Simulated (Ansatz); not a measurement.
One crystal and one scan (scan of one atom of the cell) at two levels, PBE (plane waves to 420 eV, PAW, scalar-relativistic; Ansatz, a first-principles code) and r2SCAN (plane waves to 500 eV, PAW, scalar-relativistic; Ansatz), each from its own relaxed cell and on its own mesh. The cell shown is that of PBE.

Y (hcp, Mg type)

```
Y
1.0
    7.31136     0.00000     0.00000
   -1.82784     3.16591     0.00000
    0.00000     0.00000     5.67880
Y
4
Cartesian
  0.00000   2.11061   4.25910
  3.65568   2.11061   4.25910
  1.82784   1.05530   1.41970
  5.48352   1.05530   1.41970
```

Scan: atom 2 (Y, nearest neighbour Y at 3.538 Å; its periodic images, 3.7 Å or more away, move with it) is displaced along Cartesian [110], direction (0.707, 0.707, 0.000) in Cartesian axes, by s. The other atoms stay.

Energies are smeared free energies. The PAW data are Ansatz's earlier set. Y is run without spin polarisation. Y was relaxed with its symmetry unable to fall. With partly filled bands, energies and forces of such displacements shift with the k mesh and the smearing. Percentages come from the unrounded values.

| quantity | PBE | r2SCAN | PBE − r2SCAN |
|---|---|---|---|
| Lattice constant a (Å) | 3.656 | 3.683 | -0.027 (-0.7 %) |
| Lattice constant c (Å) | 5.679 | 5.698 | -0.019 (-0.3 %) |
| Relaxed volume (Å³/atom) | 32.86 | 33.46 | -0.60 (-1.8 %) |
| Force constant k = d²E/ds² at s = 0 (finite differences) (eV/Å²) | 3.35 | 3.56 | -0.21 (-6.0 %) |

PBE gives the lower value for: lattice constant a; lattice constant c; relaxed volume; force constant k = d²E/ds² at s = 0. Both give the same shape of the curve: a single well with its minimum at or next to zero displacement. Neither level is exact: the differences show how much the result hangs on the functional.

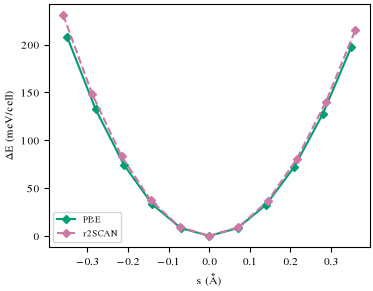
Figure: ΔE, each from the undisplaced structure of its own level.

(A displaced cell: forces are minus the slopes of the energy, force constants its curvatures, and phonons follow from these.)
